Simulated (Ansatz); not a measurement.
## Electronic structure of SnPb2Se3 in real space

The calculation's input:

```
crystal:
  lattice:
    - [3.31858225, -5.54990661, 0.0]
    - [3.31858225, 5.54990661, 0.0]
    - [0.0, 0.0, 5.18903782]
  atoms:
    - { symbol: Sn, position: [0.5, 0.5, 0.0] }
    - { symbol: Pb, position: [0.0, 0.5, 0.5] }
    - { symbol: Pb, position: [0.5, 0.0, 0.5] }
    - { symbol: Se, position: [0.16106691, 0.83893309, 0.0] }
    - { symbol: Se, position: [0.83893309, 0.16106691, 0.0] }
    - { symbol: Se, position: [0.0, 0.0, 0.5] }
kpoints:
  mp_grid: { grid: [4, 4, 4] }
hamiltonian:
  xc: pbesol
scf:
  occupations: { method: fermi_dirac, width: 0.03 }
relax:
  f_tol: 0.01
  cell: {}
  max_steps: 120
output:
  write_density: true
  write_potential: true
  elf: true
  volumetric_format: npy
```

Command:

```sh
ansatz run input.yaml --threads 2 --pin off --max-ram 2211MiB --backend cpu --events-out ev --progress --plain --runs-dir out
```

Below, planes, directions and counts refer to the conventional cell (a = 7.94 Å, b = 9.61 Å, c = 4.57 Å, α = 90.00°, β = 90.00°, γ = 90.00°).

The fields are those of the run's last geometry, not of the input's.

Space group Cmmm; a structure from a database of computed crystals, not necessarily the ambient phase; started from the CeAl2Cu3-65 prototype, which need not be the ambient phase.

Theory: DFT, PBEsol, plane waves, PAW in Ansatz 0.2.0.

Core electrons are frozen (PAW), and the valence fields are smoothed inside the atomic spheres.

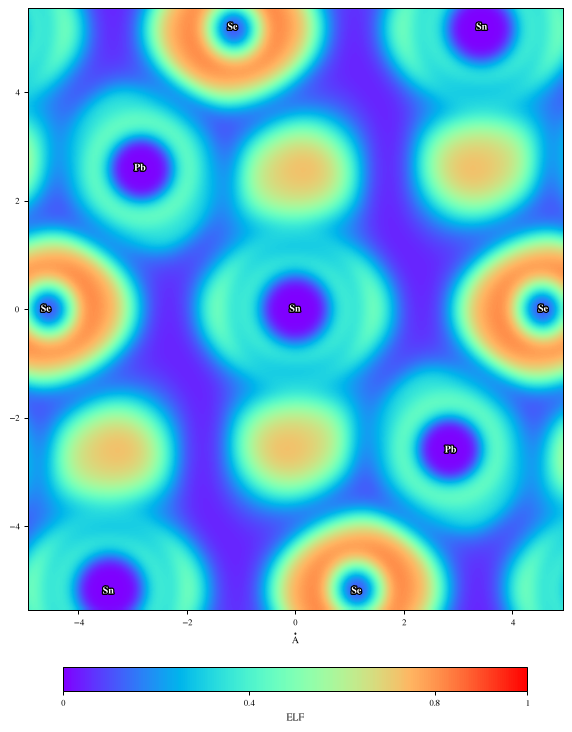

Figure 1. ELF on the (111) plane of the conventional cell.

### Read the bonding off the picture.

- The section cuts through Sn, Pb and Se sites.
- Pb–Se (3.12 Å): the ELF is about 0.25 at the midpoint.

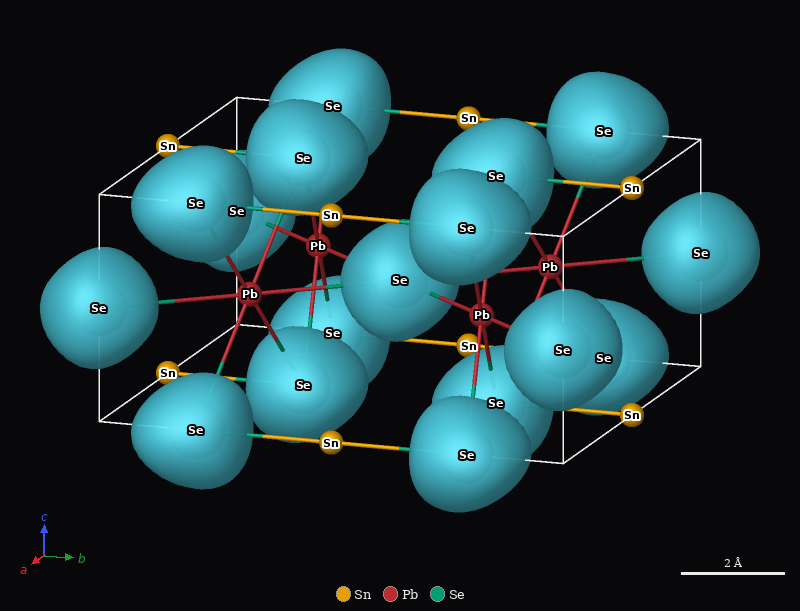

Figure 2. Isosurface of the electron localisation function at 0.65 (cyan), seen slightly off an axis. Only the valence region is drawn (cores and ρ < 0.01 e/Å³ removed). Sticks mark near contacts.

### Describe the localisation domains.

The ELF exceeds this value in six regions wrapped around Se (the valence shell of each), counted in one cell of 12 atoms. Any copies at cell faces, edges or corners count once. Along the contacts the grid gives the following. Sn–Se (2.81 Å): the ELF is about 0.40 at the midpoint and 0.30 at its lowest between the atoms. Pb–Se (3.06 Å): the ELF is about 0.25 at the midpoint.
